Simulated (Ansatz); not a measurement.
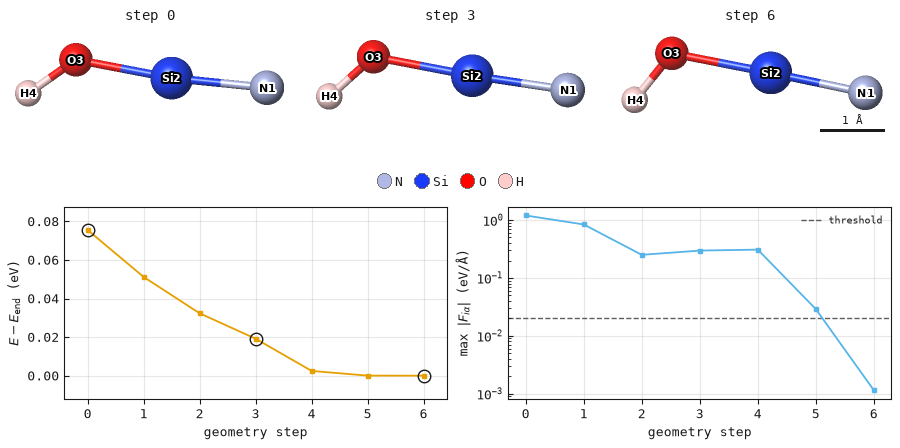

Frames of a relaxation of SiNHO, marked on the history of the run. Style: ball-and-stick. Shown at a tilt.

The run prepares the start of a later molecular dynamics calculation, from a guessed geometry.

The calculation used RKS PBE0/def2-SVP in Ansatz 0.2.0. Settings: no spin polarisation; force threshold 0.02 eV/Å; at most 40 steps.

> Describe the path.

Over 6 geometry steps the energy falls by 0.076 eV. Largest force component: 1.2 eV/Å at the start, 0.0011 eV/Å at the end. The largest move after the best rigid fit is that of H4, 0.15 Å. By element the largest moves are H 0.15 Å, O 0.12 Å, N 0.08 Å, Si 0.08 Å. Some distances before and after: Si2–O3 1.581 → 1.635 Å, O3–H4 0.952 → 0.966 Å, N1–Si2 1.555 → 1.565 Å. Among the angles between lasting bonds that change: Si2–O3–H4 135.3° → 119.2°, N1–Si2–O3 175.1° → 179.3°. From step 0 to 3: O3 moves most (0.06 Å), energy −0.056 eV. From step 3 to 6: H4 moves most (0.10 Å), energy −0.019 eV.
